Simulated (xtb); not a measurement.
## Run report: C₂H₈BFSi, frequency calculation (part 2 of 2)

The same run, continued: C₂H₈BFSi, SMILES BCC(F)[SiH3]; GFN2-xTB (xtb 6.7.1). The geometry was optimised with GFN2-xTB.

Geometry of the input (Å):
```
B  -1.0684  1.9812  0.4251
C  -0.4059  0.5695  0.6308
C  0.1819  -0.0873  -0.6189
F  1.2154  0.7227  -1.0974
Si 0.9092  -1.8406  -0.3216
H  -1.2286  2.6790  1.3488
H  -1.4331  2.3201  -0.6318
H  -1.1837  -0.0985  1.0167
H  0.3655  0.5947  1.4050
H  -0.5630  -0.0877  -1.4242
H  1.5320  -2.3030  -1.5583
H  -0.2117  -2.7002  0.0673
H  1.8904  -1.7498  0.7585
```

## Output, continued
```
 ---------------------------------------------------------------------------
     #   Z sym  total        # sym  WBO       # sym  WBO       # sym  WBO
 ---------------------------------------------------------------------------
     1   5 b    3.109 --     2 c    1.050     7 h    0.983     6 h    0.981
     2   6 c    3.972 --     1 b    1.050     3 c    1.008     9 h    0.962
                             8 h    0.933
     3   6 c    3.852 --     2 c    1.008    10 h    0.978     4 f    0.920
                             5 si   0.847
     4   9 f    0.979 --     3 c    0.920
     5  14 si   3.579 --    13 h    0.902    11 h    0.901    12 h    0.897
                             3 c    0.847
     6   1 h    0.992 --     1 b    0.981
     7   1 h    0.993 --     1 b    0.983
     8   1 h    0.998 --     2 c    0.933
     9   1 h    0.998 --     2 c    0.962
    10   1 h    1.000 --     3 c    0.978
    11   1 h    0.993 --     5 si   0.901
Molecule has no symmetry elements
It seems to be the C1 point group
    12   1 h    0.991 --     5 si   0.897
    13   1 h    0.994 --     5 si   0.902
 ---------------------------------------------------------------------------

Topologies differ in total number of bonds
Writing topology from bond orders to xtbtopo.mol

molecular dipole:
                 x           y           z       tot (Debye)
 q only:       -0.425      -0.854       0.456
   full:       -0.513      -0.735       0.437       2.535
molecular quadrupole (traceless):
                xx          xy          yy          xz          yz          zz
 q only:       -0.598      -2.471       1.601       1.618       1.809      -1.003
  q+dip:       -0.686      -1.721      -1.262       2.918       2.118       1.948
   full:        0.343      -1.126      -0.559       2.158       1.720       0.215

           -------------------------------------------------
          |               Frequency Printout                |
           -------------------------------------------------
 projected vibrational frequencies (cm⁻¹)
eigval :       -0.00    -0.00    -0.00    -0.00     0.00     0.00
eigval :       81.21   104.62   109.09   177.92   232.15   331.27
eigval :      378.51   530.82   550.54   605.54   704.53   760.83
eigval :      775.95   780.25   836.67   858.53   947.30   964.85
eigval :     1067.69  1137.28  1182.90  1201.50  1276.54  1325.38
eigval :     1429.05  2259.30  2285.67  2305.30  2648.27  2686.48
eigval :     2901.14  2933.33  2970.15
 reduced masses (amu)
   1: 17.42   2: 18.10   3: 11.89   4: 15.70   5: 17.93   6: 17.02   7:  8.23   8:  2.27
   9:  3.02  10: 11.06  11: 14.31  12: 12.37  13: 11.17  14:  4.61  15:  5.70  16:  6.63
  17:  8.96  18:  2.20  19:  2.05  20:  3.78  21:  6.67  22:  6.03  23:  8.86  24:  9.06
  25:  9.01  26:  5.21  27:  3.20  28:  3.53  29:  3.52  30:  4.24  31:  1.85  32:  1.80
  33:  1.86  34:  1.88  35:  1.42  36:  2.15  37:  1.76  38:  1.84  39:  1.63
 IR intensities (km·mol⁻¹)
   1:  0.43   2:  0.21   3:  0.60   4:  0.45   5:  0.23   6:  2.55   7:  0.14   8:  0.20
   9:  2.32  10:  1.14  11:  3.07  12:  3.86  13:  9.06  14: 39.85  15: 73.20  16: 10.40
  17: 11.14  18:192.06  19:147.30  20:395.60  21: 19.78  22:112.29  23:135.43  24: 38.76
  25:  9.14  26:  4.29  27: 25.91  28: 72.13  29: 17.88  30: 17.62  31: 12.36  32:278.03
  33:273.73  34:295.90  35: 98.39  36:124.78  37: 45.30  38: 27.52  39: 28.17
 Raman intensities (Ä⁴*amu⁻¹)
   1:  0.00   2:  0.00   3:  0.00   4:  0.00   5:  0.00   6:  0.00   7:  0.00   8:  0.00
   9:  0.00  10:  0.00  11:  0.00  12:  0.00  13:  0.00  14:  0.00  15:  0.00  16:  0.00
  17:  0.00  18:  0.00  19:  0.00  20:  0.00  21:  0.00  22:  0.00  23:  0.00  24:  0.00
  25:  0.00  26:  0.00  27:  0.00  28:  0.00  29:  0.00  30:  0.00  31:  0.00  32:  0.00
  33:  0.00  34:  0.00  35:  0.00  36:  0.00  37:  0.00  38:  0.00  39:  0.00
 output can be read by thermo (or use thermo option).
 writing <g98.out> molden fake output.
 recommended (thermochemical) frequency scaling factor: 1.0
           -------------------------------------------------
          |             Thermodynamic Functions             |
           -------------------------------------------------

c1  symmetry found (for desy threshold:  0.10E+00) used in thermo

          ...................................................
          :                      SETUP                      :
          :.................................................:
          :  # frequencies                          33      :
          :  # imaginary freq.                       0      :
          :  linear?                             false      :
          :  only rotor calc.                    false      :
          :  symmetry                               c1      :
          :  rotational number                       1      :
          :  scaling factor                  1.0000000      :
          :  rotor cutoff                   50.0000000 cm⁻¹ :
          :  imag. cutoff                  -20.0000000 cm⁻¹ :
          :.................................................:

    mode    ω/cm⁻¹     T·S(HO)/kcal·mol⁻¹    T·S(FR)/kcal·mol⁻¹   T·S(vib)
   ------------------------------------------------------------------------
       1     81.21    -1.15130 ( 87.43%)    -0.91256 ( 12.57%)    -1.12130
       2    104.62    -1.00369 ( 95.04%)    -0.83758 (  4.96%)    -0.99545
       3    109.09    -0.97945 ( 95.77%)    -0.82521 (  4.23%)    -0.97293
       4    177.92    -0.70070 ( 99.38%)    -0.68038 (  0.62%)    -0.70057
       5    232.15    -0.55523 ( 99.79%)    -0.60160 (  0.21%)    -0.55533
   ------------------------------------------------------------------------

   temp. (K)  partition function   enthalpy   heat capacity  entropy
                                   cal/mol     cal/K/mol   cal/K/mol   J/K/mol
 298.15  VIB   108.                 3318.788     22.069     20.288
         ROT  0.160E+06              888.752      2.981     26.793
         INT  0.173E+08             4207.540     25.050     47.081
         TR   0.826E+27             1481.254      4.968     39.385
         TOT                        5688.7942    30.0183    86.4662   361.7748

       T/K    H(0)-H(T)+PV         H(T)/Eh          T*S/Eh         G(T)/Eh
   ------------------------------------------------------------------------
    298.15    0.906567E-02    0.986900E-01    0.410829E-01    0.576071E-01
   ------------------------------------------------------------------------

         :::::::::::::::::::::::::::::::::::::::::::::::::::::
         ::                  THERMODYNAMIC                  ::
         :::::::::::::::::::::::::::::::::::::::::::::::::::::
         :: total free energy         -15.976116019103 Eh   ::
         ::.................................................::
         :: total energy              -16.033723096797 Eh   ::
         :: zero point energy           0.089624308217 Eh   ::
         :: G(RRHO) w/o ZPVE           -0.032017230523 Eh   ::
         :: G(RRHO) contrib.            0.057607077694 Eh   ::
         :::::::::::::::::::::::::::::::::::::::::::::::::::::

           -------------------------------------------------
          | TOTAL ENERGY              -16.033723096797 Eh   |
          | TOTAL ENTHALPY            -15.935033117912 Eh   |
          | TOTAL FREE ENERGY         -15.976116019103 Eh   |
          | GRADIENT NORM               0.000025292768 Eh/α |
          | HOMO-LUMO GAP               3.544371981131 eV   |
           -------------------------------------------------

------------------------------------------------------------------------
------------------------------------------------------------------------
 total:
 *  cpu-time:     0 d,  0 h,  0 min,  0.454 sec
 * ratio c/w:     0.990 speedup
 SCF:
 *  cpu-time:     0 d,  0 h,  0 min,  0.007 sec
 * ratio c/w:     0.965 speedup
 analytical hessian:
 *  cpu-time:     0 d,  0 h,  0 min,  0.435 sec
 * ratio c/w:     0.991 speedup
```

## File vibspectrum
```
$vibrational spectrum
#  mode     symmetry     wave number   IR intensity    selection rules
#                         cm**(-1)      (km*mol⁻¹)        IR
     1                      -0.00         0.00000          -
     2                      -0.00         0.00000          -
     3                      -0.00         0.00000          -
     4                      -0.00         0.00000          -
     5                       0.00         0.00000          -
     6                       0.00         0.00000          -
     7        a             81.21         0.13945         YES
     8        a            104.62         0.19514         YES
     9        a            109.09         2.32015         YES
    10        a            177.92         1.14197         YES
    11        a            232.15         3.06895         YES
    12        a            331.27         3.85634         YES
    13        a            378.51         9.06135         YES
    14        a            530.82        39.85366         YES
    15        a            550.54        73.19800         YES
    16        a            605.54        10.40403         YES
    17        a            704.53        11.13688         YES
    18        a            760.83       192.06408         YES
    19        a            775.95       147.29760         YES
    20        a            780.25       395.59517         YES
    21        a            836.67        19.77726         YES
    22        a            858.53       112.28937         YES
    23        a            947.30       135.42670         YES
    24        a            964.85        38.76004         YES
    25        a           1067.69         9.14168         YES
    26        a           1137.28         4.28850         YES
    27        a           1182.90        25.90730         YES
    28        a           1201.50        72.12892         YES
    29        a           1276.54        17.87849         YES
    30        a           1325.38        17.61620         YES
    31        a           1429.05        12.36378         YES
    32        a           2259.30       278.02983         YES
    33        a           2285.67       273.73263         YES
    34        a           2305.30       295.89896         YES
    35        a           2648.27        98.39077         YES
    36        a           2686.48       124.77800         YES
    37        a           2901.14        45.30366         YES
    38        a           2933.33        27.51577         YES
    39        a           2970.15        28.16515         YES
$end
```

## Standard error
```
normal termination of xtb
```

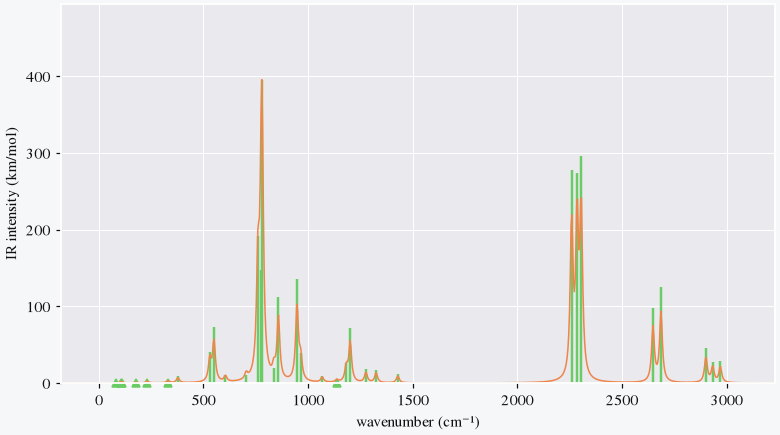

Harmonic infrared spectrum, unscaled: sticks (degenerate modes added up, dark ones marked on the axis) with a Lorentzian envelope of 16 cm⁻¹ full width, scaled to the tallest stick. 33 modes from 81 to 2970 cm⁻¹, none imaginary. The strongest line is at 780 cm⁻¹ (396 km/mol).

## Results in brief

| quantity | value |
| --- | --- |
| outcome | converged |
| electrons treated | 30 |
| total energy | −16.033723 hartree |
| dispersion energy | −0.007154 hartree |
| basis functions | 34 |
| HOMO | −10.60 eV |
| LUMO | −7.06 eV |
| zero-point energy | 0.089624 hartree |
| dipole moment | 2.53 D |
| wavenumbers, lowest and highest | 81 and 2970 cm⁻¹ |
| hardware | 1 thread of Intel Xeon @ 2.70GHz, 189 GiB of memory available, shared host |
| peak memory | 0.071 GiB |

## Notes

Settings chosen away from the usual ones: method = gfn2-xtb; task = frequencies; x = {"hess_scc_accuracy": 0.05}; geo = {"prev": "A"}.
